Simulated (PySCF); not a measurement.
C3H12GeSiTe, SMILES C[Si](C)(C)[Te][GeH3] at its GFN2-xTB optimised geometry (Å):

```
18

Te    -0.2718    -1.3679     0.0000
Si    -0.3827     1.1711     0.0000
C     -2.1806     1.6311     0.4100
C      0.0908     1.8397    -1.7225
C      0.8118     1.8866     1.3016
H     -2.3190     2.7069     0.3895
H     -2.8672     1.1941    -0.3075
H     -2.4651     1.2771     1.3954
H     -0.5866     1.4715    -2.4875
H      1.0958     1.5284    -1.9946
H      0.0629     2.9250    -1.7480
H      1.8372     1.6092     1.0679
H      0.5868     1.5115     2.2956
H      0.7609     2.9708     1.3355
Ge     2.2242    -1.3679     0.0000
H      2.7605    -2.7069    -0.4088
H      2.8672    -0.3857    -0.9415
H      2.8799    -1.0900     1.3257
```

Calculation: CAM-B3LYP/def2-SVP, def2 effective core potentials past Kr (PySCF 2.14.0). The core electrons that the potentials of Te replace are not part of the density. Cells within 0.4 Å of a nucleus heavier than hydrogen are left out (blank, or x).

Map of the deformation density (molecule minus spherical neutral atoms) (e/bohr³) on the plane z = 0.0 Å:

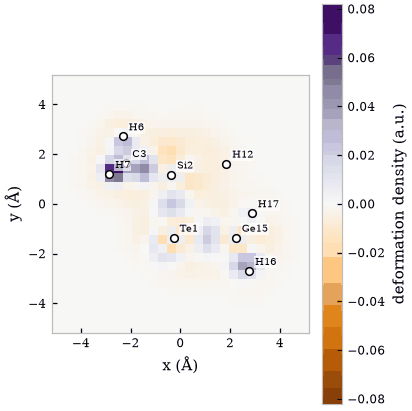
Deformation density (molecule minus spherical neutral atoms) (e/bohr³) on the plane z = 0.0 Å.
